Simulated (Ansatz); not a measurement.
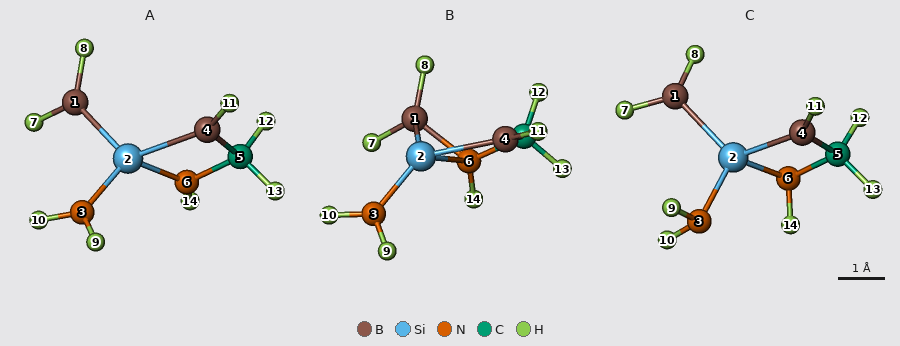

3 geometries from one relaxation of CH8B2N2Si, in shuffled order. A ball-and-stick model, seen at a tilt.

The run prepares an end point of a later path (torsion) calculation, from a guessed geometry.

The calculation used Ansatz, RKS PBE/def2-SVP. Settings: no spin polarisation; force threshold 0.015 eV/Å; at most 40 steps.

Q: Put them in the order of the run, from the start to the converged end.

A: C, A, B. They are steps 0, 13, 31, at +255.2 kJ/mol, +124.1 kJ/mol relative to the last. Over 30 accepted moves (31 points after the start) the energy falls by 255.2 kJ/mol. Largest force component: 2.9 eV/Å at the start, 0.011 eV/Å at the end. The line search rejected the trial step at point 11 of the run. H7 moves most after the best rigid fit: 1.63 Å. By element the largest moves are H 1.63 Å, B 1.15 Å, Si 0.73 Å, N 0.73 Å, C 0.50 Å. Near-neighbour distances that change, for instance: B1–N6 3.140 → 1.530 Å, Si2–N6 1.771 → 2.038 Å, Si2–B4 1.860 → 1.960 Å, B1–Si2 1.979 → 2.073 Å. New bonds form: B1–N6 (3.14 → 1.53 Å). Bond angles that change, for instance: B1–Si2–N6 113.6° → 43.7°, Si2–N6–H14 106.1° → 125.3°, N3–Si2–B4 112.2° → 130.7°.
